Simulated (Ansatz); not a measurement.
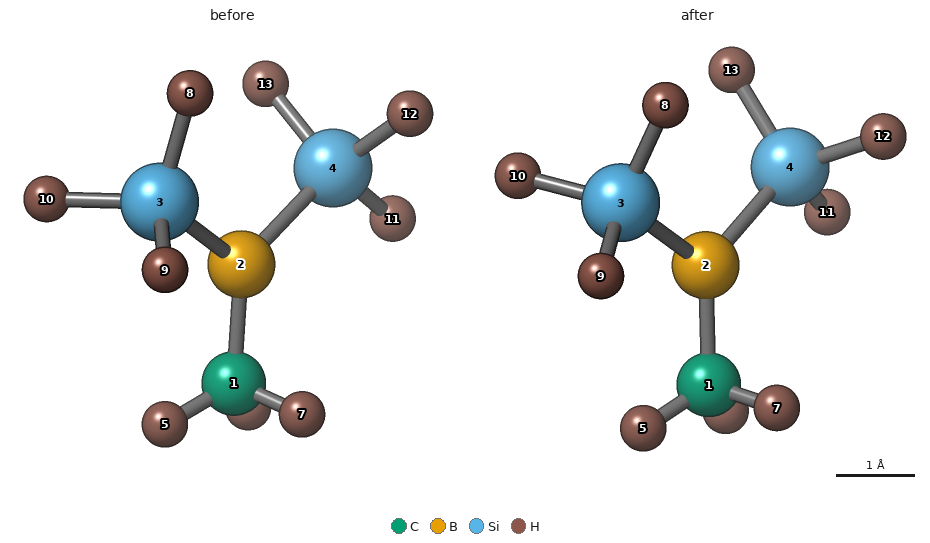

The structure of CH$_{9}$BSi$_{2}$ before (left) and after (right) a relaxation, at one scale.

Style: ball-and-stick. Shown from a free direction.

The start comes from PBE-D4/def2-SVP.

Level of theory: Ansatz 0.2.0, RKS PBE0-D4/def2-TZVP.

The input:
```yaml
crystal:
  periodic: [false, false, false]
  atoms:
    - {symbol: C, position_ang: [-0.580240, 1.456238, -0.807733]}
    - {symbol: B, position_ang: [-0.058865, 0.151049, -0.124055]}
    - {symbol: Si, position_ang: [1.114546, 0.287907, 1.527223]}
    - {symbol: Si, position_ang: [-0.539957, -1.699821, -0.792120]}
    - {symbol: H, position_ang: [-0.020699, 2.389057, -0.592119]}
    - {symbol: H, position_ang: [-0.794863, 1.374962, -1.893097]}
    - {symbol: H, position_ang: [-1.584300, 1.585865, -0.323139]}
    - {symbol: H, position_ang: [1.304819, -0.994485, 2.294965]}
    - {symbol: H, position_ang: [0.601090, 1.336049, 2.487691]}
    - {symbol: H, position_ang: [2.482409, 0.749308, 1.072390]}
    - {symbol: H, position_ang: [-1.422716, -1.741426, -2.016360]}
    - {symbol: H, position_ang: [-1.218672, -2.490771, 0.301970]}
    - {symbol: H, position_ang: [0.737749, -2.438731, -1.120918]}
basis:
  gaussian: {orbitals: def2-TZVP}
hamiltonian: {xc: pbe0, dispersion: d4}
relax: {f_tol: 0.005, max_steps: 150}
```

Q: Describe what moved and what it gained.

A: H11 moves most after the best rigid fit: 0.45 Å. Largest moves by element: H 0.45 Å, C 0.15 Å, Si 0.11 Å, B 0.02 Å. Among the contacts that change: Si3–H10 1.514 → 1.495 Å, Si3–H8 1.507 → 1.489 Å, C1–H5 1.109 → 1.093 Å, C1–H7 1.122 → 1.106 Å. Bond angles that change, for instance: B2–Si4–H12 110.3° → 107.2°, B2–Si4–H13 108.5° → 111.5°. Over 20 accepted moves (22 points after the start) the energy falls by 0.90 kcal/mol. The largest force component goes from 0.52 to 0.0014 eV/Å. The line search rejected the trial steps at points 14, 16 of the run. The forces were under the threshold at step 4, but the run went on from there. The run took of the order of 2.8 core-minutes on a shared host.
